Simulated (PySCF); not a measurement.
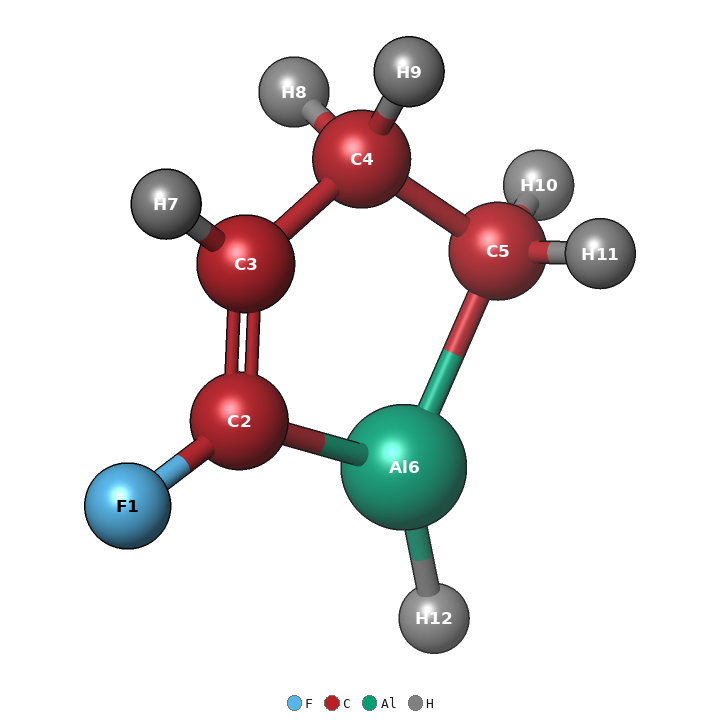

The computed structure is the end point of a GFN2-xTB optimisation. No frequency run is at hand to confirm it as a minimum. Electric field gradients from the ground-state density, PBE0/pcSseg-1 (PySCF 2.14.0), non-relativistic apart from any core potentials.

Give the largest field-gradient component, the quadrupole coupling constant and the asymmetry for 27Al at Al6 (Q = 146.6 mb).

```csv
atom,V_zz (a.u.),e²qQ/h (MHz),η
Al6,1.362,46.9,0.40
```

The geometry is semi-empirical. Around Al such bond lengths and angles can be off by a tenth of an ångström or more and by several degrees, and values that hang on the shape move with them.
